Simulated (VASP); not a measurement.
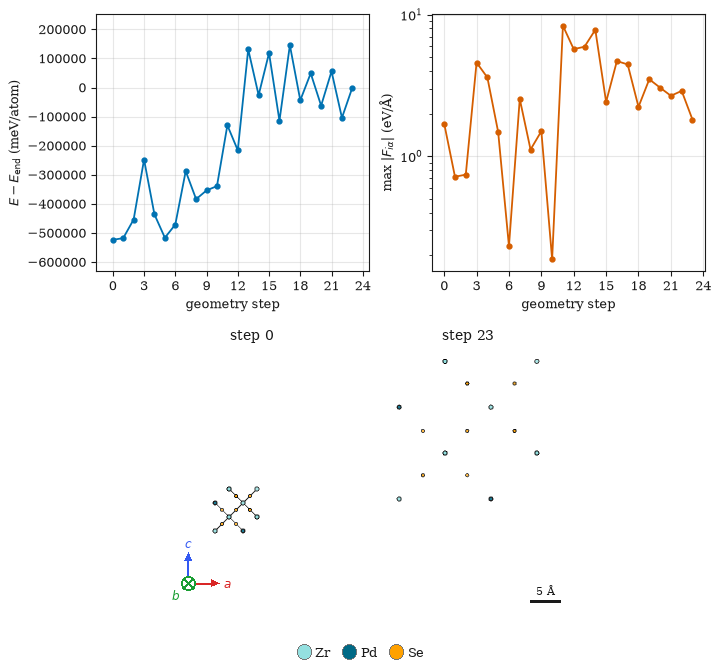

First and last geometry of a relaxation of a crystal of Zr₃PdSe₄ (a generated structure, set up in F-43m), with the history of the run. The picture is a ball-and-stick view of the atoms within 5.8 Å of the atom that moves most (axes of the conventional cell (4 times the calculation's cell)), seen along the b axis. Lengths and directions refer to the drawn axes.

The run lets cell and atoms move.

Computed with Kohn-Sham DFT of a periodic cell, PBE, VASP PAW PBE potentials, recommended in VASP 6.6.1.

Input file:
```
PREC = Normal ; ENCUT = 520
EDIFF = 1E-4 ; ISMEAR = 0
SIGMA = 0.15 ; LREAL = F
LASPH = T ; NELM = 60
ALGO = Fast ; ISIF = 3
LWAVE = F ; LCHARG = F
GGA = PE ; IBRION = 2
NSW = 24 ; EDIFFG = -0.08
```

Launched with:
```bash
cat potpaw_PBE.64/Zr_sv/POTCAR potpaw_PBE.64/Pd/POTCAR potpaw_PBE.64/Se/POTCAR > POTCAR
mpirun -np 1 vasp_std > vasp.out
```

> Did the run converge, and what did it change?

The relaxation stopped without meeting its thresholds, so the last structure isn't shown to be converged. The largest moves relative to the cell, 0.34 Å, are those of Se atoms. Zr and Pd stay in place. Cell: a = b = c 9.575 → 31.473 Å (+228.7 %). Volume +3451.4 %. Near-neighbour distances that change, for instance: Se–Se 3.332 → 11.504 Å, Se–Zr 2.040 → 7.045 Å, Se–Zr 2.106 → 6.583 Å. Bonds break, among them: Se–Zr (2.04 → 7.04 Å), Se–Zr (2.11 → 6.58 Å). The space group stays F-43m (No. 216). After 23 geometry steps the energy has risen by 523591 meV per atom. The largest force component goes from 1.7 to 1.8 eV/Å. The pressure goes from 47.52 to 8.75 GPa. The run ends above its starting energy, so the optimiser went astray. The volume changes by over a tenth within one run on a fixed set of plane waves, so the end point should be relaxed again from the new cell.

| step | E − E(0), meV/atom | largest force component, eV/Å | pressure, GPa | volume, Å³/atom |
| --- | --- | --- | --- | --- |
| 0 | 0.00 | 1.7018 | 47.52 | 27.431 |
| 1 | 5826.59 | 0.7172 | -3.36 | 74.072 |
| 2 | 69720.90 | 0.7423 | -5.92 | 64.279 |
| 3 | 275843.14 | 4.5952 | 322.01 | 54.026 |
| 4 | 87155.37 | 3.6049 | 56.17 | 63.330 |
| 5 | 7216.03 | 1.4864 | -8.99 | 93.785 |
| 6 | 52528.21 | 0.2318 | -5.38 | 93.618 |
| 7 | 235922.38 | 2.5432 | 139.19 | 89.455 |
| 8 | 139854.65 | 1.1163 | 48.34 | 92.934 |
| 9 | 169958.51 | 1.5038 | 44.08 | 127.629 |
| 10 | 184668.99 | 0.1873 | -13.81 | 281.077 |
| 11 | 393795.79 | 8.3623 | 52.47 | 208.686 |
| 12 | 307864.90 | 5.7140 | 19.05 | 260.701 |
| 13 | 654761.90 | 5.9440 | 106.30 | 272.032 |
| 14 | 497361.00 | 7.8317 | 67.52 | 294.880 |
| 15 | 642145.40 | 2.4216 | 61.92 | 349.565 |
| 16 | 409377.33 | 4.7090 | 11.09 | 478.412 |
| 17 | 669088.66 | 4.4546 | 43.21 | 526.030 |
| 18 | 479716.69 | 2.2359 | 10.76 | 630.537 |
| 19 | 572442.55 | 3.4995 | 16.24 | 678.802 |
| 20 | 461289.80 | 3.0552 | 4.45 | 782.595 |
| 21 | 579122.88 | 2.6762 | 13.75 | 833.625 |
| 22 | 419558.91 | 2.8984 | 2.67 | 942.245 |
| 23 | 523590.92 | 1.8176 | 8.75 | 974.202 |

Limits of the set-up: layers or molecules are held without a dispersion correction, so their spacing is unreliable.
